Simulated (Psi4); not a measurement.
# [BH2F2]− (SMILES F[BH2-]F) at BP86/cc-pVQZ-F12 (density fitting, sweep point 3)

What is the energy change on altering one bond length of [BH2F2]− at BP86/cc-pVQZ-F12 (density fitting, sweep point 3)? 

The results are computed with Psi4 1.11.

## Step 1: The structure to begin with

[BH2F2]−: 5 atoms, total charge -1, spin state singlet. As SMILES, `F[BH2-]F`. The shape is that of a GFN2-xTB optimisation.

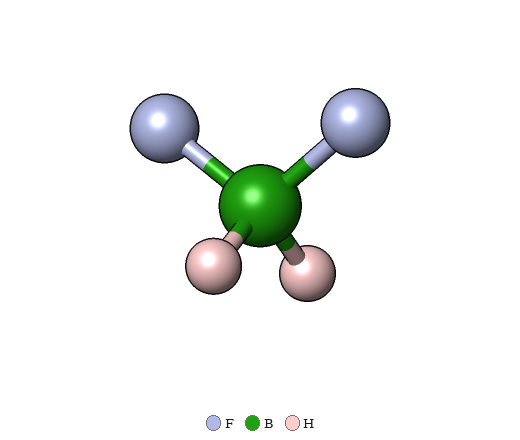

Viewed from a chosen angle; fluorine light blue, boron green, hydrogen pink.

## Step 2: The energy at BP86/cc-pVQZ-F12 (density fitting, sweep point 3)

bf2h2.inp

```
memory 1600 mb

molecule m {
  -1 1
  F     -1.176970     0.624500     0.383180
  B      0.033530     0.014270    -0.056090
  F      0.407580    -0.947330     0.926670
  H     -0.171950    -0.560090    -1.118950
  H      0.907810     0.868650    -0.134810
  symmetry c1
}

set globals {
  basis                cc-pVQZ-F12
  puream               true
  scf_type             df
  dft_radial_points    99
  dft_spherical_points 590
}

result, w = energy('bp86', return_wfn=True)
```

Run with:

```sh
$ psi4 -i bf2h2.inp -o bf2h2.out -n 1
```

bf2h2.out (excerpt; [...] marks lines left out):

```text
[...]
  Running in c1 symmetry.
[...]
  Nuclear repulsion =   65.473347089984955
[...]
  Multiplicity = 1
[...]
  Nalpha       = 13
  Nbeta        = 13
[...]
    Number of basis functions: 329
[...]
   @DF-RKS iter   1:  -225.73614367440558   -4.28422e-01   2.23736e-03 ADIIS/DIIS
[...]
   @DF-RKS iter   9:  -225.98836425095865   -2.57132e-07   1.55202e-07 DIIS
[...]
    Orbital Energies [Eh]
    ---------------------
    Doubly Occupied:
       1A    -24.006007     2A    -24.005974     3A     -6.307850
       4A     -0.838978     5A     -0.811299     6A     -0.254168
       7A     -0.182842     8A     -0.167655     9A     -0.165347
      10A     -0.102489    11A     -0.087136    12A     -0.078365
      13A     -0.006319
[...]
  @DF-RKS Final Energy:  -225.98836425095865
   => Energetics <=
    Nuclear Repulsion Energy =             65.4733470899849550
    One-Electron Energy =                -450.2834888808015990
    Two-Electron Energy =                 184.8306770994331600
    DFT Exchange-Correlation Energy =     -26.0088995595751662
    Empirical Dispersion Energy =           0.0000000000000000
    VV10 Nonlocal Energy =                  0.0000000000000000
    Total Energy =                       -225.9883642509586537
[...]
 Multipole Moments:
 ------------------------------------------------------------------------------------
     Multipole            Electronic (a.u.)      Nuclear  (a.u.)        Total (a.u.)
 ------------------------------------------------------------------------------------
 L = 1.  Multiply by 2.5417464519 to convert [e a0] to [Debye]
 Dipole X            :         -1.4134267            1.1281114           -0.2853153
 Dipole Y            :         -0.5920860            0.4730045           -0.1190815
 Dipole Z            :          2.4107511           -1.9222466            0.4885045
 Magnitude           :                                                    0.5781193
[...]
```

It took 34 s on 1 thread of Intel Xeon 6975P-C (Granite Rapids), shared host; peak memory 1.3 GiB.

## Step 3: The distorted shape

job.in

```
memory 1600 MB

molecule mol {
  -1 1
  F     -1.012578     1.084011     1.233511
  B      0.197922     0.473781     0.794241
  F      0.571972    -0.487819     1.777001
  H     -0.171950    -0.560090    -1.118950
  H      1.072202     1.328161     0.715521
  units angstrom
  symmetry c1
}

set basis cc-pVQZ-F12
set puream true
set scf_type df
set dft_radial_points 99
set dft_spherical_points 590

energy_value, wavefunction = energy('bp86', return_wfn=True)
```

Run with:

```sh
$ psi4 job.in job.out -n 1
```

job.out (excerpt; [...] marks lines left out):

```text
[...]
  Running in c1 symmetry.
[...]
  Nuclear repulsion =   63.213692787616168
[...]
  Multiplicity = 1
[...]
  Nalpha       = 13
  Nbeta        = 13
[...]
    Number of basis functions: 329
[...]
   @DF-RKS iter   1:  -225.69442248487795   -4.92973e-01   2.12798e-03 ADIIS/DIIS
[...]
   @DF-RKS iter   9:  -225.92370595983925   -3.62980e-08   2.61132e-07 DIIS
[...]
    Orbital Energies [Eh]
    ---------------------
    Doubly Occupied:
       1A    -24.060675     2A    -24.060598     3A     -6.408696
       4A     -0.890209     5A     -0.862150     6A     -0.296946
       7A     -0.233765     8A     -0.215978     9A     -0.192089
      10A     -0.150809    11A     -0.133856    12A     -0.106381
      13A      0.000373
[...]
  @DF-RKS Final Energy:  -225.92370595983925
   => Energetics <=
    Nuclear Repulsion Energy =             63.2136927876161678
    One-Electron Energy =                -444.5559726481306484
    Two-Electron Energy =                 181.2576298888332076
    DFT Exchange-Correlation Energy =     -25.8390559881579378
    Empirical Dispersion Energy =           0.0000000000000000
    VV10 Nonlocal Energy =                  0.0000000000000000
    Total Energy =                       -225.9237059598392534
[...]
 Multipole Moments:
 ------------------------------------------------------------------------------------
     Multipole            Electronic (a.u.)      Nuclear  (a.u.)        Total (a.u.)
 ------------------------------------------------------------------------------------
 L = 1.  Multiply by 2.5417464519 to convert [e a0] to [Debye]
 Dipole X            :         -0.9681459            0.9708640            0.0027181
 Dipole Y            :          0.6527657            0.0334641            0.6862299
 Dipole Z            :          4.7138416           -2.7356216            1.9782199
 Magnitude           :                                                    2.0938655
[...]
```

Wall time 30 s (1 thread of Intel Xeon 6975P-C (Granite Rapids), shared host); peak memory 1.3 GiB.

## Step 4: Outcome

At BP86/cc-pVQZ-F12 (density fitting, sweep point 3):

| quantity | value |
| --- | --- |
| first shape: total energy | -225.98836 Eh |
| first shape: HOMO energy | -0.17 eV |
| first shape: LUMO energy | 3.19 eV |
| first shape: HOMO–LUMO gap (to an unbound level, set by the basis) | 3.36 eV |
| distorted shape: total energy | -225.92371 Eh |
| distorted shape: HOMO energy | 0.01 eV |
| distorted shape: LUMO energy | 3.11 eV |
| distorted shape: HOMO–LUMO gap (to an unbound level, set by the basis) | 3.10 eV |
| energy change with the B2–H4 bond stretched from 1.225 to 2.206 Å | 1.759 eV |

What this shows: With the B2–H4 bond stretched from 1.225 to 2.206 Å the energy rises by 1.76 eV (41 kcal/mol). The first shape isn't relaxed at this level, so the change isn't measured from a minimum. The HOMO (distorted shape) lies at positive energy, 0.01 eV, as semi-local functionals often give for anions; only total energies tell whether the electron is bound.
